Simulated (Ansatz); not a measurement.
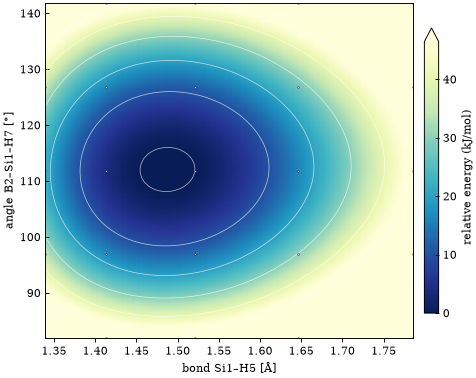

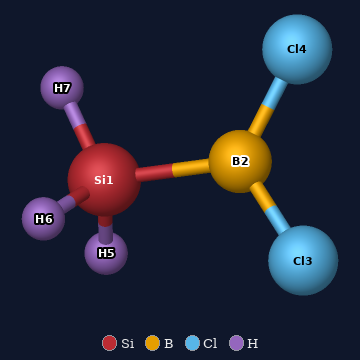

Energy landscape of BCl₂H₃Si, SMILES [SiH3]B(Cl)Cl. Two internal coordinates are moved rigidly from the geometry relaxed at PBE0-D4/def2-TZVP, all others fixed. Coordinates scanned: (1) bond Si1–H5; (2) angle B2–Si1–H7. Grid: 5 × 5 points. All energies are given in kJ/mol relative to the lowest grid point. The calculation used Ansatz, RKS r2SCAN-D4/def2-TZVPP.

Drawn: a smooth colour map with a few white contour lines, dots at the grid points, one colour for all values above the top of the scale. Between grid points the surface is interpolated. The second picture is the structure at the lowest point.

**Summarise what can be read from the map.**

The lowest grid point is at bond Si1–H5 = 1.521 Å, angle B2–Si1–H7 = 112°. No other kind of well shows on this grid. The highest grid point, bond Si1–H5 = 1.786 Å, angle B2–Si1–H7 = 82°, lies 107 kJ/mol above the lowest. Round the minimum the two coordinates are nearly uncoupled.

Grid values (kJ/mol):

| angle B2–Si1–H7 ↓, bond Si1–H5 → | 1.339 | 1.413 | 1.521 | 1.646 | 1.786 |
| --- | --- | --- | --- | --- | --- |
| 142 | 73 | 54 | 48 | 63 | 94 |
| 127 | 35 | 17 | 12 | 27 | 60 |
| 112 | 22 | 4 | 0 | 16 | 49 |
| 97 | 35 | 17 | 14 | 30 | 64 |
| 82 | 77 | 59 | 56 | 73 | 107 |
